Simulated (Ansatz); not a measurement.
# Sn4Pd (space group Ccce): frozen-phonon scan

Sn4Pd (space group Ccce)

```
CELL_PARAMETERS angstrom
      3.19027    -5.66833     0.00000
      3.19027     5.66833     0.00000
      0.00000     0.00000     6.33501
ATOMIC_POSITIONS crystal
  Sn 0.20545 0.45777 0.33108
  Sn 0.79455 0.54223 0.33108
  Sn 0.45777 0.20545 0.66892
  Sn 0.54223 0.79455 0.66892
  Sn 0.29455 0.04223 0.16892
  Sn 0.70545 0.95777 0.16892
  Sn 0.04223 0.29455 0.83108
  Sn 0.95777 0.70545 0.83108
  Pd 0.50000 0.50000 0.00000
  Pd 0.00000 0.00000 0.50000
```

The atoms are displaced by Q × the pattern below (from a DFPT mode at Γ, largest move 1; Q in Å), at fixed cell.

```csv
atom,x,y,z
Sn1,-0.308,0.169,0.224
Sn2,0.308,-0.169,0.224
Sn3,0.308,0.169,0.224
Sn4,-0.308,-0.169,0.224
Sn5,-0.308,0.169,0.224
Sn6,0.308,-0.169,0.224
Sn7,0.308,0.169,0.224
Sn8,-0.308,-0.169,0.224
Pd9,0.000,0.000,-1.000
Pd10,0.000,0.000,-1.000
```

Level of theory: LDA (plane waves to 420 eV, PAW, scalar-relativistic; Ansatz, a first-principles code). k mesh 9×9×8 (Γ-centred), Fermi-Dirac smearing 0.05 eV. Energies are smeared free energies. With partly filled bands, energies and forces of such displacements shift with the k mesh and the smearing. Sn4Pd is run without spin polarisation. Sn4Pd was relaxed with its symmetry unable to fall. ΔE is measured from the undisplaced structure.

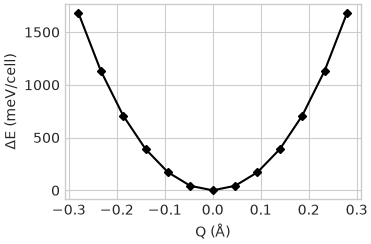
Figure: ΔE (meV/cell) against Q (Å); one marker a computed point.

The energy at Q = 0.280 Å is 1682 meV/cell. Space group of the distorted cell: Ccc2 (No. 37), lowered from Ccce. Symmetry of the curve: even: the same for both signs. Shape of the curve: a single well with its minimum at or next to zero displacement. Harmonic wavenumber from the curvature (finite differences): 167 cm⁻¹.

E″ = 38.94 eV/Å², M = Σ mᵢ|uᵢ|² = 378.0 u, ν̃ = 521.5·√(|E″|/M).

(A displaced cell: forces are minus the slopes of the energy, force constants its curvatures, and phonons follow from these.)
